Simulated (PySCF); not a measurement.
SMILES [NH2][GaH][F], PBE0/def2-SVP optimised geometry. Atoms within 1.6 Å of the plane z = 0.0 Å (x, y, z in Å): Ga1 (0.29, 0.42, 0.00), H2 (1.84, 0.42, 0.00), F3 (-0.56, 1.96, 0.00), N4 (-0.83, -0.99, 0.00), H5 (-1.84, -0.88, 0.00), H6 (-0.55, -1.96, 0.00).

Calculation: PBE0/def2-TZVP (PySCF). Cells within 0.4 Å of a nucleus heavier than hydrogen are left out (blank, or x).

Map of the deformation density (molecule minus spherical neutral atoms) (e/bohr³) on the plane z = 0.0 Å:

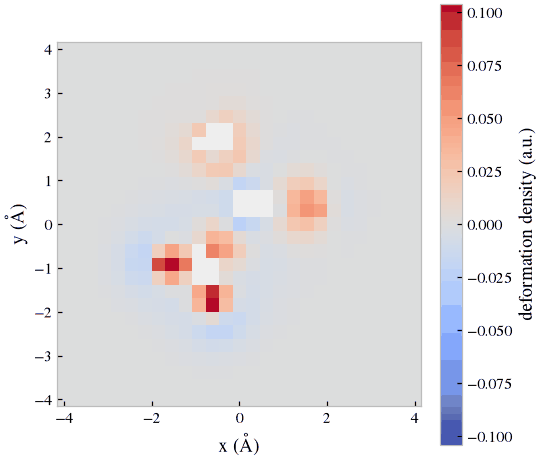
Figure: Deformation density (molecule minus spherical neutral atoms) (e/bohr³) on the plane z = 0.0 Å.
